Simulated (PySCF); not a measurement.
**Two runs on AsF**

System: AsF, charge +1, multiplicity 2.
Method of run 1: UKS-wb97/pcseg-1 (PySCF 2.14.0).

Text and figures count atoms from 1; the logs count them from 0 in places.

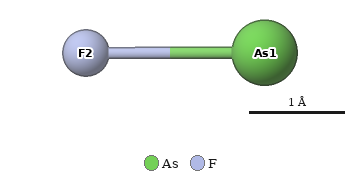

Fig. 1: The structure (ball-and-stick view, seen on its broad side; atoms are numbered from 1 in the order of the input).

### Input, run 1
```python
from pyscf import gto, dft

mol = gto.M(
    atom='As 0 0 0; F 0 0 1.89',
    basis='pcseg-1',
    charge=1,
    spin=1,
    verbose=4,
)
mf = dft.UKS(mol, xc='wb97')
mf.kernel()
mf.analyze()
print('orbital energies (hartree):', [e[max(0, n-3):n+3].round(4) for e, n in zip(mf.mo_energy, mol.nelec)])
```

Launched with:
```bash
OMP_NUM_THREADS=1 python input.py
```

Hardware: 1 CPU thread, shared host.

### Output, shortened to warnings, some set-up lines, iterations and results (run 1)
```
WARN: alpha nocc = 21  HOMO -0.180378520120799 >= LUMO -0.180378520120784
WARN: HOMO -0.180378520120799 >= LUMO -0.180378520120791
WARN: System has nonzero charge 1; the dipole moment is origin-dependent.
[...]
cycle= 1 E= -2335.07659525476  delta_E= -0.604  |g|= 0.426  |ddm|= 1.14
cycle= 2 E= -2334.87672347013  delta_E=  0.2  |g|= 0.927  |ddm|= 1.05
cycle= 3 E= -2335.18306225363  delta_E= -0.306  |g|= 0.0395  |ddm|= 0.51
cycle= 4 E= -2335.18383332908  delta_E= -0.000771  |g|= 0.00937  |ddm|= 0.0452
cycle= 5 E= -2335.18393465497  delta_E= -0.000101  |g|= 0.00329  |ddm|= 0.0211
cycle= 6 E= -2335.18394664085  delta_E= -1.2e-05  |g|= 0.00135  |ddm|= 0.00578
cycle= 7 E= -2335.18394996845  delta_E= -3.33e-06  |g|= 0.00035  |ddm|= 0.00337
cycle= 8 E= -2335.18395042228  delta_E= -4.54e-07  |g|= 9.77e-05  |ddm|= 0.00145
cycle= 9 E= -2335.18395045733  delta_E= -3.5e-08  |g|= 4.78e-05  |ddm|= 0.00035
cycle= 10 E= -2335.18395046902  delta_E= -1.17e-08  |g|= 1.27e-05  |ddm|= 0.000264
cycle= 11 E= -2335.18395046977  delta_E= -7.58e-10  |g|= 2.48e-06  |ddm|= 7.71e-05
  alpha nocc = 21  HOMO = -0.650858625168641  LUMO = -0.335602145808219
  beta  nocc = 20  HOMO = -0.783457583547072  LUMO = -0.36492515798951
  HOMO = -0.650858625169  LUMO = -0.36492515799  gap/eV = 7.78065
Extra cycle  E= -2335.18395046979  delta_E= -1.23e-11  |g|= 1.85e-06  |ddm|= 5.61e-06
converged SCF energy = -2335.18395046979  <S^2> = 0.75221275  2S+1 = 2.0022115
**** SCF Summaries ****
Total Energy =                       -2335.183950469786851
Nuclear Repulsion Energy =              83.156418858857165
One-electron Energy =                -3403.823749087702708
Two-electron Energy =                  985.483379759058607
Two-electron Coulomb Energy =         1078.725636985798474
DFT Exchange-Correlation Energy =      -93.242257226739838
HOMO-LUMO gap [eV] =                     7.780645951448320
**** MO energy ****
                             alpha | beta                alpha | beta
MO #1   energy= -424.774075515974  | -424.772278764251  occ= 1 | 1
MO #2   energy= -53.8133259179832  | -53.8123742574579  occ= 1 | 1
MO #3   energy= -48.2244291651893  | -48.2235358012833  occ= 1 | 1
MO #4   energy= -48.2216764935703  | -48.2207669843799  occ= 1 | 1
MO #5   energy= -48.220251478032   | -48.2167502845143  occ= 1 | 1
MO #6   energy= -24.7697809454926  | -24.7684538344188  occ= 1 | 1
MO #7   energy= -7.38550558794106  | -7.38380972020151  occ= 1 | 1
MO #8   energy= -5.51472945643242  | -5.51372725988392  occ= 1 | 1
MO #9   energy= -5.50529931311334  | -5.50431250200231  occ= 1 | 1
MO #10  energy= -5.49730665824609  | -5.49330972746015  occ= 1 | 1
MO #11  energy= -2.16926439590672  | -2.16817061746616  occ= 1 | 1
MO #12  energy= -2.167722147256    | -2.16679126713802  occ= 1 | 1
MO #13  energy= -2.16250050966348  | -2.15782262395934  occ= 1 | 1
MO #14  energy= -2.15549200664449  | -2.15108984102134  occ= 1 | 1
MO #15  energy= -2.15489158662451  | -2.14976302457484  occ= 1 | 1
MO #16  energy= -1.54669213680749  | -1.54230879278324  occ= 1 | 1
MO #17  energy= -1.05778306604258  | -1.01926330486227  occ= 1 | 1
MO #18  energy= -0.811071326554925 | -0.801769810481066 occ= 1 | 1
MO #19  energy= -0.805014226195184 | -0.79251366605337  occ= 1 | 1
MO #20  energy= -0.794244627868356 | -0.783457583547072 occ= 1 | 1
MO #21  energy= -0.650858625168641 | -0.36492515798951  occ= 1 | 0
MO #22  energy= -0.372310530203844 | -0.335602145808219 occ= 0 | 0
MO #23  energy= -0.257606409351819 | -0.249671276248737 occ= 0 | 0
MO #24  energy= 0.0604048833956212 | 0.0579491557790139 occ= 0 | 0
MO #25  energy= 0.132546226770089  | 0.144649320978936  occ= 0 | 0
MO #26  energy= 0.135299867983527  | 0.146399241452993  occ= 0 | 0
MO #27  energy= 0.166306455252754  | 0.170699691925476  occ= 0 | 0
[...]
```

For run 2 the input was changed thus:
```diff
-mf = dft.UKS(mol, xc='wb97')
+mf = dft.UKS(mol, xc='camb3lyp')
```

What does this change do to the results?

The total energies belong to different methods, so their difference says nothing on which is more stable or more accurate. The functional changes from wb97 to camb3lyp. The SCF takes 12 iterations against 11.

### Output, shortened to warnings, some set-up lines, iterations and results (run 2)
```
WARN: alpha nocc = 21  HOMO -0.187273023889119 >= LUMO -0.187273023889116
WARN: HOMO -0.187273023889119 >= LUMO -0.187273023889119
WARN: System has nonzero charge 1; the dipole moment is origin-dependent.
[...]
cycle= 1 E= -2335.03810710829  delta_E= -0.524  |g|= 0.433  |ddm|= 1.13
cycle= 2 E= -2334.20299285942  delta_E= 0.835  |g|= 1.58  |ddm|= 1.38
cycle= 3 E= -2335.14534780373  delta_E= -0.942  |g|= 0.0593  |ddm|= 0.863
cycle= 4 E= -2335.14669820207  delta_E= -0.00135  |g|= 0.0187  |ddm|= 0.0664
cycle= 5 E= -2335.14688059071  delta_E= -0.000182  |g|= 0.0023  |ddm|= 0.017
cycle= 6 E= -2335.14689093824  delta_E= -1.03e-05  |g|= 0.00137  |ddm|= 0.00637
cycle= 7 E= -2335.14689359725  delta_E= -2.66e-06  |g|= 0.000295  |ddm|= 0.00307
cycle= 8 E= -2335.14689391349  delta_E= -3.16e-07  |g|= 0.000121  |ddm|= 0.00116
cycle= 9 E= -2335.14689395457  delta_E= -4.11e-08  |g|= 4.81e-05  |ddm|= 0.000372
cycle= 10 E= -2335.14689396581  delta_E= -1.12e-08  |g|= 2.03e-05  |ddm|= 0.000229
cycle= 11 E= -2335.14689396768  delta_E= -1.86e-09  |g|= 3.09e-06  |ddm|= 0.000119
cycle= 12 E= -2335.14689396771  delta_E= -3.41e-11  |g|= 9.65e-07  |ddm|= 1.37e-05
  alpha nocc = 21  HOMO = -0.607896602183521  LUMO = -0.37702967994891
  beta  nocc = 20  HOMO = -0.740340347578946  LUMO = -0.414773004538527
  HOMO = -0.607896602184  LUMO = -0.414773004539  gap/eV = 5.25516
Extra cycle  E= -2335.14689396772  delta_E= -3.18e-12  |g|= 4.79e-07  |ddm|= 2.53e-06
converged SCF energy = -2335.14689396772  <S^2> = 0.75280314  2S+1 = 2.0028012
**** SCF Summaries ****
Total Energy =                       -2335.146893967715187
Nuclear Repulsion Energy =              83.156418858857165
One-electron Energy =                -3403.982079857199096
Two-electron Energy =                  985.678767030626432
Two-electron Coulomb Energy =         1078.895053115895053
DFT Exchange-Correlation Energy =      -93.216286085268621
HOMO-LUMO gap [eV] =                     5.255160765089079
**** MO energy ****
                             alpha | beta                alpha | beta
MO #1   energy= -426.250261198815  | -426.248097354945  occ= 1 | 1
MO #2   energy= -54.2671914783686  | -54.2659408618415  occ= 1 | 1
MO #3   energy= -48.5901815819909  | -48.589307885349   occ= 1 | 1
MO #4   energy= -48.5878321471265  | -48.5869399778214  occ= 1 | 1
MO #5   energy= -48.5876425908191  | -48.5828279486314  occ= 1 | 1
MO #6   energy= -25.0273238168388  | -25.0254027715023  occ= 1 | 1
MO #7   energy= -7.48079749746336  | -7.47739969111395  occ= 1 | 1
MO #8   energy= -5.56841684557446  | -5.5668125689397   occ= 1 | 1
MO #9   energy= -5.56003387739142  | -5.55842128574212  occ= 1 | 1
MO #10  energy= -5.55626172115176  | -5.54698367141245  occ= 1 | 1
MO #11  energy= -2.15797239896092  | -2.1564697511538   occ= 1 | 1
MO #12  energy= -2.15615326597566  | -2.15497576926378  occ= 1 | 1
MO #13  energy= -2.15238860900424  | -2.14623284597406  occ= 1 | 1
MO #14  energy= -2.14588759346545  | -2.13964971434568  occ= 1 | 1
MO #15  energy= -2.14570047617561  | -2.13860541455412  occ= 1 | 1
MO #16  energy= -1.5078502383123   | -1.50370975852582  occ= 1 | 1
MO #17  energy= -1.00423436525908  | -0.967073010699008 occ= 1 | 1
MO #18  energy= -0.769547699794967 | -0.761073046224297 occ= 1 | 1
MO #19  energy= -0.761572915053673 | -0.749962297684831 occ= 1 | 1
MO #20  energy= -0.749910289639682 | -0.740340347578946 occ= 1 | 1
MO #21  energy= -0.607896602183521 | -0.414773004538527 occ= 1 | 0
MO #22  energy= -0.426696412279028 | -0.37702967994891  occ= 0 | 0
MO #23  energy= -0.310996597270448 | -0.299707159562019 occ= 0 | 0
MO #24  energy= -0.000475342228698494 | 0.00724110029924629 occ= 0 | 0
MO #25  energy= 0.0748131995114843 | 0.110658052718445  occ= 0 | 0
MO #26  energy= 0.0766917745566954 | 0.11104454176434   occ= 0 | 0
MO #27  energy= 0.107806692702149  | 0.118030058417063  occ= 0 | 0
[...]
```

### The two runs side by side

| quantity | run 1 | run 2 |
| --- | --- | --- |
| outcome | converged | converged |
| SCF energy (hartree) | −2335.183950 | −2335.146894 |
| ⟨S²⟩ | 0.752 | 0.753 |
| SCF iterations | 11 | 12 |
| wall time (shared host) | 5.6 s | 6.1 s |
